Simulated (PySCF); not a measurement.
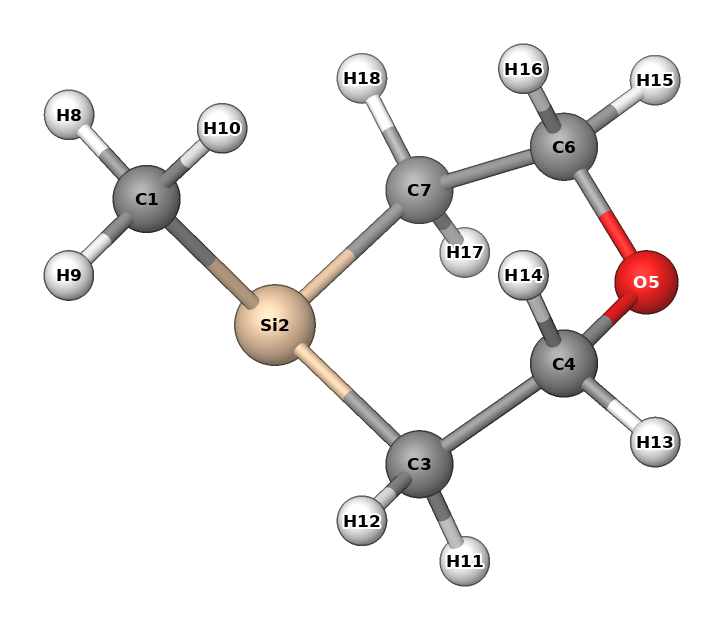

State: neutral, doublet. The geometry was computed by an optimisation with GFN2-xTB. No frequency run is at hand to confirm it as a minimum. Method: UKS B3LYP, pcH-1 on C H O Si, non-relativistic (PySCF 2.14.0). Fermi-contact and spin-dipolar terms alone, no spin-orbit part.

Question: Which nucleus has the largest dipolar (anisotropic) hyperfine coupling?

Answer: 29Si at Si2: principal values −162.9, 81.1, 81.8 MHz.

List the isotropic and dipolar parts for the most strongly coupled nuclei, one of each equivalent set.

```json
{"atom": "Si2", "isotope": "29Si", "a_iso (MHz)": "−501.2", "dipolar part (MHz)": "−162.9, 81.1, 81.8"}
{"atom": "C3", "isotope": "13C", "a_iso (MHz)": "20.0", "dipolar part (MHz)": "−5.1, −4.8, 9.9"}
{"atom": "C1", "isotope": "13C", "a_iso (MHz)": "35.0", "dipolar part (MHz)": "−4.5, −4.4, 8.9"}
{"atom": "H11", "isotope": "1H", "a_iso (MHz)": "4.5", "dipolar part (MHz)": "−4.5, −2.4, 6.9"}
{"atom": "H8", "isotope": "1H", "a_iso (MHz)": "1.0", "dipolar part (MHz)": "−4.5, −2.5, 6.9"}
{"atom": "H12", "isotope": "1H", "a_iso (MHz)": "−2.7", "dipolar part (MHz)": "−4.1, −1.8, 5.9"}
{"atom": "C4", "isotope": "13C", "a_iso (MHz)": "14.6", "dipolar part (MHz)": "−3.0, −2.8, 5.8"}
{"atom": "H10", "isotope": "1H", "a_iso (MHz)": "56.6", "dipolar part (MHz)": "−4.1, 0.0, 4.0"}
```

The geometry is semi-empirical. Around Si such bond lengths and angles can be off by a tenth of an ångström or more and by several degrees, and values that hang on the shape move with them.
